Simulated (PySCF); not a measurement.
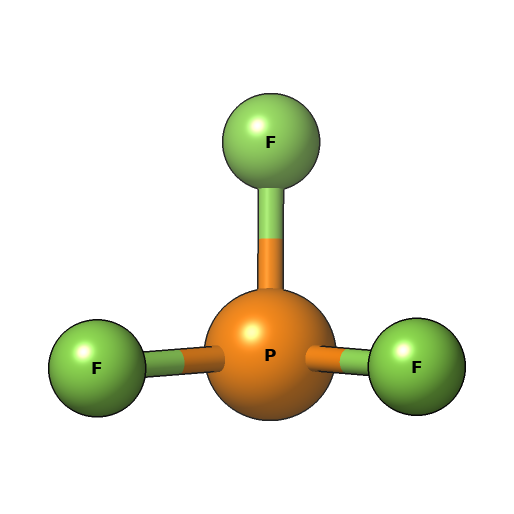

Ball-and-stick drawing of a structure. Every bond is drawn as one stick, whatever its order.

The computed structure is the end point of a PBE0-D3(BJ)/def2-SVP optimisation. No frequency run is at hand to confirm it as a minimum.

What does the picture show?

The molecule is PF₃. SMILES: `FP(F)F`. This geometry has C3v symmetry. Coordination: 1 P trigonal pyramidal.

The parts below concern this one geometry. Atoms keep their numbers from picture to picture.

**Charges**

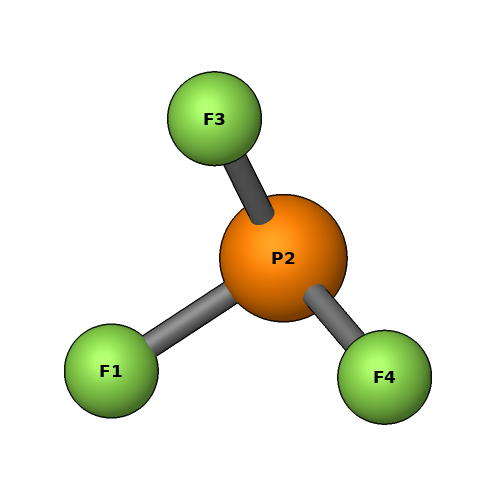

The questions are on IAO charges. No frequency run is at hand to confirm it as a minimum. Properties computed with PBE0/pcSseg-1 in acetone (IEF-PCM) (PySCF 2.14.0).

List the IAO charges.

```tsv
atom	value (e)
F1	−0.48
P2	1.43
F3	−0.48
F4	−0.48
```

**Excitation**

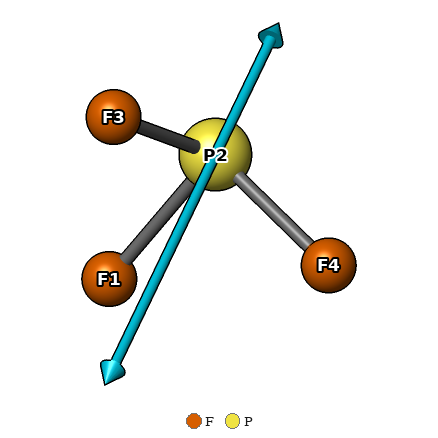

The double arrow shows the direction of the transition dipole to excited singlet state 3 (its length means nothing). No frequency run is at hand to confirm it as a minimum. Method: TDDFT CAM-B3LYP/def2-SVPD, vertical, IEF-PCM chloroform (non-equilibrium linear response), core orbitals frozen in the response (PySCF 2.14.0).

**Where does the transition lie, and how strong is it?**

9.86 eV (126 nm), oscillator strength 0.11, mainly HOMO → LUMO+2 (weight 0.83); transition dipole 1.75 D.

**Polarisability**

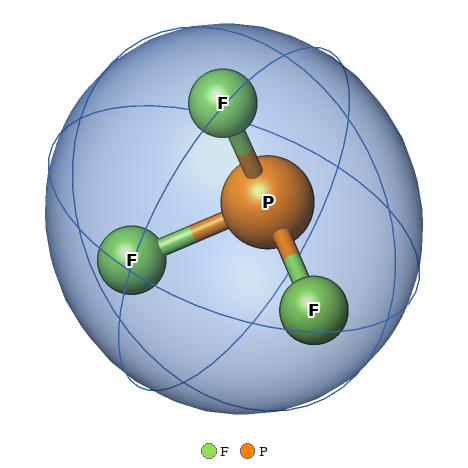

The ellipsoid shows the static dipole polarisability: its half-axes are proportional to the principal values. No frequency run is at hand to confirm it as a minimum. Level of theory: CAM-B3LYP/def2-SVPD in chloroform (IEF-PCM) (PySCF 2.14.0).

**How large and how anisotropic is the polarisability?**

Principal values 27.3, 31.5, 31.5 bohr³; mean 30.1 bohr³ (4.46 Å³); anisotropy 4.2 bohr³, so the longest axis is 1.15 times the shortest.
